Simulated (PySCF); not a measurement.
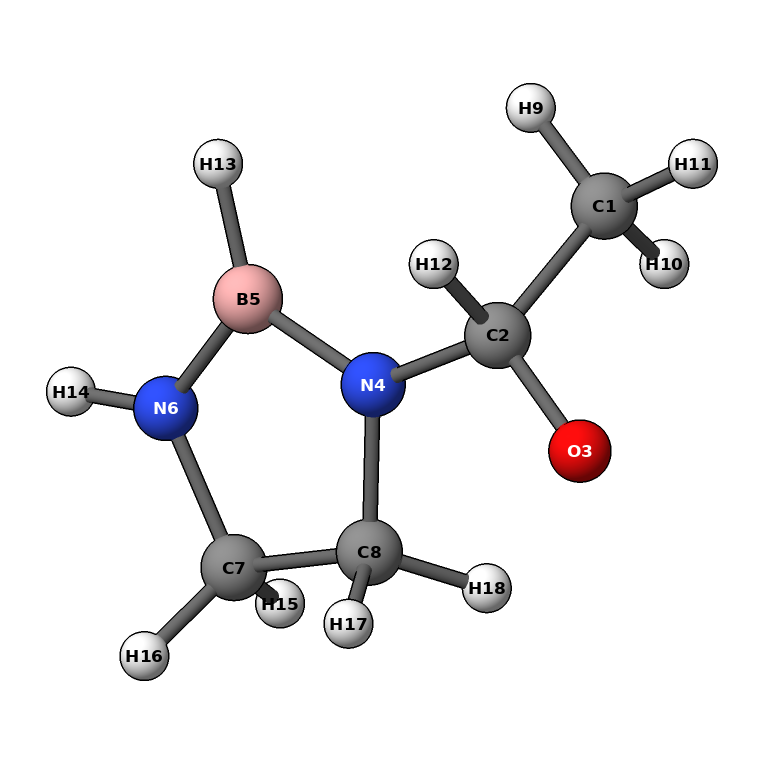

The questions are on Mulliken spin populations. The species is neutral and a spin doublet. Computed geometry: GFN2-xTB optimisation. No frequency run is at hand to confirm it as a minimum. Method: UKS B3LYP, pcH-1 on B C H N O, non-relativistic (PySCF 2.14.0).

Which atom carries the largest spin population?

O3 (0.60 e).

Which atom has the lowest spin population?

C2 (−0.08 e); a negative value comes from spin polarisation.

Give the Mulliken spin populations atom by atom.

```json
{"atom": "C1", "value (e)": "0.13"}
{"atom": "C2", "value (e)": "−0.08"}
{"atom": "O3", "value (e)": "0.60"}
{"atom": "N4", "value (e)": "0.14"}
{"atom": "B5", "value (e)": "−0.02"}
{"atom": "N6", "value (e)": "0.04"}
{"atom": "C7", "value (e)": "0.00"}
{"atom": "C8", "value (e)": "−0.01"}
{"atom": "H9", "value (e)": "0.00"}
{"atom": "H10", "value (e)": "0.01"}
{"atom": "H11", "value (e)": "0.00"}
{"atom": "H12", "value (e)": "0.15"}
{"atom": "H13", "value (e)": "0.00"}
{"atom": "H14", "value (e)": "0.00"}
{"atom": "H15", "value (e)": "0.01"}
{"atom": "H16", "value (e)": "0.00"}
{"atom": "H17", "value (e)": "0.01"}
{"atom": "H18", "value (e)": "0.01"}
```

Mulliken values depend strongly on the basis set. The geometry is semi-empirical. Around B such bond lengths and angles can be off by a tenth of an ångström or more and by several degrees, and values that hang on the shape move with them.
